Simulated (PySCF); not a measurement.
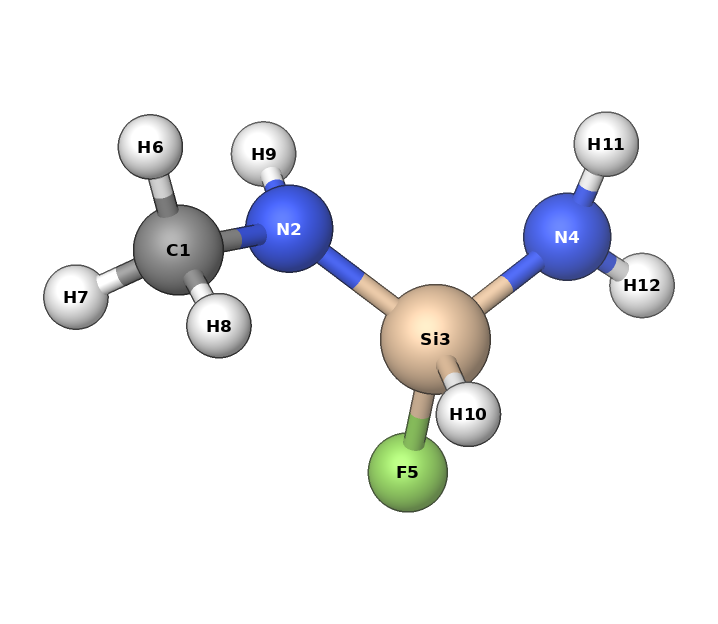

The computed structure is the end point of a PBE0-D3(BJ)/def2-SVP optimisation. No frequency run is at hand to confirm it as a minimum. Method: delta-SCF UKS SCAN, pcX-2 on the ionised atom, pcseg-1 elsewhere, spin-free X2C (PySCF 2.14.0).

Give the core-electron binding energies (to vacuum; p and d levels without spin–orbit splitting) of C1 1s, N2 1s, Si3 1s, Si3 2p, N4 1s, F5 1s.

```tsv
atom	level	binding energy (eV)
C1	1s	291.8
N2	1s	404.7
Si3	1s	1847.8
Si3	2p	107.9
N4	1s	404.8
F5	1s	691.7
```
